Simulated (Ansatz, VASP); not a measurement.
**BiN in two plane-wave programs**

Wanted: the spread between two codes on one cell, functional and k mesh. The cell is invented: As first built, before any earlier steps moved the atoms (in the runner's words): it takes the GaN structure with some of its atoms replaced by other elements, volume scaled by an estimate. It may not be a known or stable phase. The cell is taken from a series of VASP runs on this material, whose earlier steps may have relaxed, scaled or displaced it; both programs get it as it stands. Valence electrons are named where the data sets of a main pair hold unlike numbers.

Main program and level: Ansatz 0.2.0; plane waves, with VASP 6.6.1 beside it; band structure at r2SCAN, spin-orbit coupling.

## 1. Starting point

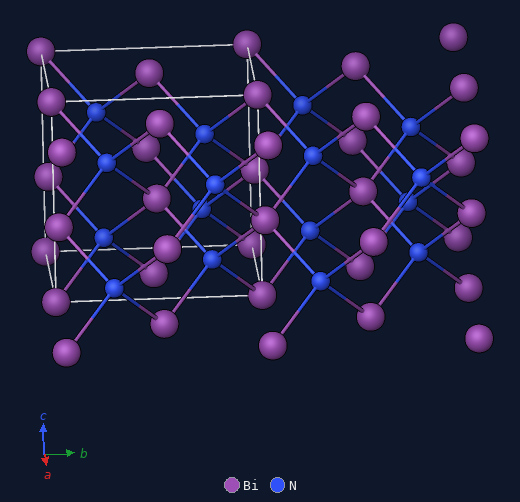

Start, viewed slightly off an axis; bismuth purple, nitrogen blue. 2×2×1 cells are drawn. This picture shows the conventional cell, with its axes. Bonds to atoms that aren't drawn are left out. Some periodic images of atoms are drawn too.

## 2. VASP: band structure, r2SCAN, spin-orbit coupling

A single point gives forces, pressure and levels at one fixed geometry, so differences don't come from the geometry; what else differs is listed under the comparison.

Lines of VASP's logs that name or quote its potential files are left out, and so is its time.

Contents of INCAR:

```
SYSTEM = BiN
PREC = Accurate
ENCUT = 520
EDIFF = 1E-06
NELM = 100
ISMEAR = 0
SIGMA = 0.05
LREAL = .FALSE.
ALGO = Normal
METAGGA = R2SCAN
LASPH = .TRUE.
LNONCOLLINEAR = .TRUE.
MAGMOM = 0 0 0 0 0 0
NBANDS = 32
GGA_COMPAT = .FALSE.
LSORBIT = .TRUE.
LORBIT = 11
LWAVE = .FALSE.
LCHARG = .FALSE.
```

Contents of POSCAR:

```
BiN
1.0
    0.0000000000      2.7601193961      2.7601193961
    2.7601193961      0.0000000000      2.7601193961
    2.7601193961      2.7601193961      0.0000000000
Bi N
1 1
Direct
    0.0000000000      0.0000000000      0.0000000000
    0.2500000000      0.2500000000      0.2500000000
```

Contents of KPOINTS:

```
Automatic mesh
0
Gamma
7 7 7
0 0 0
```

Contents of KPOINTS_OPT:

```
Line mode
16
Line-mode
Reciprocal
  0.00000000   0.00000000   0.00000000 GAMMA
  0.50000000   0.00000000   0.50000000 X

  0.50000000   0.00000000   0.50000000 X
  0.50000000   0.25000000   0.75000000 W

  0.50000000   0.25000000   0.75000000 W
  0.37500000   0.37500000   0.75000000 K

  0.37500000   0.37500000   0.75000000 K
  0.00000000   0.00000000   0.00000000 GAMMA

  0.00000000   0.00000000   0.00000000 GAMMA
  0.50000000   0.50000000   0.50000000 L

  0.50000000   0.50000000   0.50000000 L
  0.62500000   0.25000000   0.62500000 U

  0.62500000   0.25000000   0.62500000 U
  0.50000000   0.25000000   0.75000000 W

  0.50000000   0.25000000   0.75000000 W
  0.50000000   0.50000000   0.50000000 L

  0.50000000   0.50000000   0.50000000 L
  0.37500000   0.37500000   0.75000000 K

  0.62500000   0.25000000   0.62500000 U
  0.50000000   0.00000000   0.50000000 X
```

The projector-augmented-wave data sets are Bi_d and N (PBE family, release 64).

Command:

```console
> mpirun -np 1 vasp_ncl
```

Numbers of over 12 decimals in the logs are rounded to 6 here.

Log:

```text
[banner, memory and clock lines left out]
running    1 mpi-ranks, on    1 nodes
 distrk:  each k-point on    1 cores,    1 groups
 distr:  one band on    1 cores,    1 groups

 POSCAR found type information on POSCAR BiN
 POSCAR found :  2 types and       2 ions
|                                                                             |
|               ----> ADVICE to this user running VASP <----                  |
|                                                                             |
|     You enforced a specific xc type in the INCAR file but a different       |
|     [... a line on the potential file left out ...]
|     I HOPE YOU KNOW WHAT YOU ARE DOING!                                     |
|                                                                             |

 LDA part: xc-table for (None), standard interpolation
 POSCAR, INCAR and KPOINTS ok, starting setup
 FFT: planning ... GRIDC
 FFT: planning ... GRID_SOFT
 FFT: planning ... GRID
 WAVECAR not read
 entering main loop
       N       E                     dE             d eps       ncg     rms          rms(c)
DAV:   1     0.171713165370E+03    0.17171E+03   -0.10102E+04  1936   0.150E+03
DAV:   2    -0.441028874748E+02   -0.21582E+03   -0.20571E+03  1952   0.456E+02
DAV:   3    -0.727185711472E+02   -0.28616E+02   -0.27834E+02  2368   0.164E+02
DAV:   4    -0.740990366478E+02   -0.13805E+01   -0.13775E+01  2264   0.382E+01
DAV:   5    -0.741604122303E+02   -0.61376E-01   -0.61371E-01  2984   0.772E+00    0.800E+00
DAV:   6    -0.664842816757E+02    0.76761E+01   -0.11389E+01  2656   0.369E+01    0.373E+00
DAV:   7    -0.664528428722E+02    0.31439E-01   -0.16276E+00  2128   0.922E+00    0.169E+00
DAV:   8    -0.664334141037E+02    0.19429E-01   -0.88220E-02  2288   0.205E+00    0.162E+00
DAV:   9    -0.665147574930E+02   -0.81343E-01   -0.44553E-01  2560   0.340E+00    0.317E+00
DAV:  10    -0.667695655868E+02   -0.25481E+00   -0.38976E-01  2096   0.377E+00    0.566E+00
DAV:  11    -0.665152512832E+02    0.25431E+00   -0.34688E+00  2048   0.135E+01    0.295E+00
DAV:  12    -0.666020104674E+02   -0.86759E-01   -0.36159E-01  2224   0.442E+00    0.393E+00
DAV:  13    -0.664568092522E+02    0.14520E+00   -0.25919E-01  2192   0.320E+00    0.168E+00
DAV:  14    -0.664352131891E+02    0.21596E-01   -0.28967E-01  2576   0.365E+00    0.571E-01
DAV:  15    -0.664323590881E+02    0.28541E-02   -0.34227E-02  1960   0.126E+00    0.808E-02
DAV:  16    -0.664334764261E+02   -0.11173E-02   -0.77611E-03  2080   0.718E-01    0.361E-01
DAV:  17    -0.664329741764E+02    0.50225E-03   -0.97810E-04  2280   0.254E-01    0.257E-01
DAV:  18    -0.664324554377E+02    0.51874E-03   -0.27195E-03  2120   0.387E-01    0.401E-02
DAV:  19    -0.664324608764E+02   -0.54387E-05   -0.19456E-04  2304   0.108E-01    0.202E-02
DAV:  20    -0.664324619980E+02   -0.11216E-05   -0.18476E-05  2000   0.314E-02    0.118E-02
DAV:  21    -0.664324620192E+02   -0.21205E-07   -0.69084E-06  2288   0.295E-02
   1 F= -.66432462E+02 E0= -.66431872E+02  d E =-.118025E-02  mag=     0.0000     0.0000    -0.0000
 Start KPOINTS_OPT (optional k-point list driver)
k-point batch [1-30\160]
       N       E                     dE             ncg
DAV:   1     0.182250085626E+04   -0.13348E+05     1920
DAV:   2    -0.451086782950E+04   -0.63334E+04     1928
DAV:   3    -0.528013335512E+04   -0.76927E+03     2312
DAV:   4    -0.531553376596E+04   -0.35400E+02     2248
DAV:   5    -0.531709758903E+04   -0.15638E+01     2952
DAV:   6    -0.531712248513E+04   -0.24896E-01     2384
DAV:   7    -0.531712335832E+04   -0.87320E-03     2984
DAV:   8    -0.531712336986E+04   -0.11535E-04     2384
DAV:   9    -0.531712337013E+04   -0.27498E-06     1648
[...]
k-point batch [151-160\160]
       N       E                     dE             ncg
DAV:   1     0.143092503298E+05   -0.65710E+04      640
DAV:   2     0.122536821694E+05   -0.20556E+04      640
DAV:   3     0.120154329957E+05   -0.23825E+03      808
DAV:   4     0.120055507683E+05   -0.98822E+01      776
DAV:   5     0.120051325952E+05   -0.41817E+00     1000
DAV:   6     0.120051280646E+05   -0.45306E-02      808
DAV:   7     0.120051278733E+05   -0.19132E-03     1000
DAV:   8     0.120051278706E+05   -0.26655E-05      760
DAV:   9     0.120051278705E+05   -0.70693E-07      544
```

Parts of OUTCAR (step 2):

```text
ion  position               nearest neighbor table
   1  0.000  0.000  0.000-   2 2.39   2 2.39   2 2.39   2 2.39
   2  0.250  0.250  0.250-   1 2.39   1 2.39   1 2.39   1 2.39

  LATTYP: Found a face centered cubic cell.
 ALAT       =     5.5202387922

 Subroutine GETGRP returns: Found 24 space group operations
 (whereof 24 operations were pure point group operations)

The static configuration has the point symmetry T_d .

 Found     30 irreducible k-points:

   k-points           NKPTS =     30   k-points in BZ     NKDIM =     30   number of bands    NBANDS=     32

   dimension x,y,z NGX =    30 NGY =   30 NGZ =   30
   dimension x,y,z NGXF=    60 NGYF=   60 NGZF=   60

   ENCUT  =  520.0 eV  38.22 Ry    6.18 a.u.   7.26  7.26  7.26*2*pi/ulx,y,z

   NELECT =      20.0000    total number of electrons

 k-points in reciprocal lattice and weights: Automatic mesh
   0.00000000  0.00000000  0.00000000       0.003
   0.14285714  0.00000000  0.00000000       0.012
  -0.14285714  0.00000000  0.00000000       0.012
   0.28571429  0.00000000  0.00000000       0.012
  -0.28571429  0.00000000  0.00000000       0.012
   0.42857143  0.00000000  0.00000000       0.012
  -0.42857143  0.00000000  0.00000000       0.012
   0.14285714  0.14285714  0.00000000       0.017
   0.28571429  0.14285714  0.00000000       0.035
[...]
-0.42857143  0.42857143  0.14285714       0.070
  -0.28571429  0.42857143  0.14285714       0.070

 average (electrostatic) potential at core
       1-111.2357       2 -65.1447

 E-fermi :   6.4255

 k-point     1 :       0.0000    0.0000    0.0000
  band No.  band energies     occupation
    ...
     16       3.8734      1.00000
     17       4.1659      1.00000
     18       4.1659      1.00000
     19       4.1659      1.00000
     20       4.1659      1.00000
     21       7.8498      0.00000
     22       7.8498      0.00000
     23      10.3176      0.00000
     24      10.3176      0.00000
     25      10.3176      0.00000
    ...

 k-point     2 :       0.1429    0.0000    0.0000
  band No.  band energies     occupation
    ...
     16       3.6149      1.00000
     17       3.9880      1.00000
     18       4.0110      1.00000
     19       4.1342      1.00000
     20       4.1342      1.00000
     21       7.9939      0.00000
     22       7.9939      0.00000
     23       9.7431      0.00000
     24       9.7431      0.00000
     25      10.5178      0.00000
    ...

 k-point     3 :      -0.1429    0.0000    0.0000
  band No.  band energies     occupation
    ...
     16       3.6149      1.00000
     17       3.9880      1.00000
     18       4.0110      1.00000
     19       4.1342      1.00000
     20       4.1342      1.00000
     21       7.9939      0.00000
     22       7.9939      0.00000
     23       9.7431      0.00000
     24       9.7431      0.00000
     25      10.5178      0.00000
    ...

  Total        0.1328961      0.1328961      0.1328961      0.0000000     -0.0000000     -0.0000000
  in kB        5.0630149      5.0630149      5.0630149      0.0000000     -0.0000000     -0.0000000
  external PRESSURE =       5.0630149 kB  Pullay stress =       0.0000000 kB

  energy-cutoff  :      520.00
  volume of cell :       42.05
      direct lattice vectors                 reciprocal lattice vectors
     0.000000000  2.760119396  2.760119396    -0.181151584  0.181151584  0.181151584
     2.760119396  0.000000000  2.760119396     0.181151584 -0.181151584  0.181151584
     2.760119396  2.760119396  0.000000000     0.181151584  0.181151584 -0.181151584

 POSITION                                       TOTAL-FORCE (eV/Angst)
 -----------------------------------------------------------------------------------
      0.00000      0.00000      0.00000        -0.000000     -0.000000     -0.000000
      1.38006      1.38006      1.38006         0.000000      0.000000      0.000000
 -----------------------------------------------------------------------------------
    total drift:                               -0.000000     -0.000000     -0.000000

  FREE ENERGIE OF THE ION-ELECTRON SYSTEM (eV)
  ---------------------------------------------------
  free  energy   TOTEN  =       -66.4324620192 eV

  energy  without entropy=      -66.4312817734  energy(sigma->0) =      -66.43187190

 Spin-Orbit-Coupling matrix elements
 Ion:    1  E_soc:     -1.2187977
 Ion:    2  E_soc:     -0.0010937

 total charge
# of ion       s       p       d       tot
------------------------------------------
    1        1.566   1.095   9.968  12.629
    2        1.338   2.236   0.000   3.573
--------------------------------------------------
tot          2.904   3.331   9.968  16.202

 magnetization (x)
# of ion       s       p       d       tot
------------------------------------------
    1        0.000   0.000  -0.000   0.000
    2       -0.000   0.000   0.000   0.000
--------------------------------------------------
tot          0.000   0.000  -0.000   0.000

 magnetization (y)
# of ion       s       p       d       tot
------------------------------------------
    1        0.000   0.000  -0.000   0.000
    2       -0.000   0.000   0.000   0.000
--------------------------------------------------
tot          0.000   0.000  -0.000   0.000

 magnetization (z)
# of ion       s       p       d       tot
------------------------------------------
    1        0.000   0.000   0.000   0.000
    2       -0.000   0.000   0.000   0.000
--------------------------------------------------
tot          0.000   0.000   0.000   0.000

[... 3 further parts left out ...]
```

The run ends at a pressure of 0.51 GPa.

(Continued in part 2 of 2.)

[Lines on the potential files, build, host, timing and source positions are cut from VASP's logs without a mark.]

[Logs are printed without paths, hosts, clocks, repeated set-up lines and the standing remarks that a program may print on its own settings, such as how far it seeks lower states.]

[Hosts, paths, dates, database ids (printed as entryN), source tags and the programs' standing remarks are cut or masked in the printed files.]
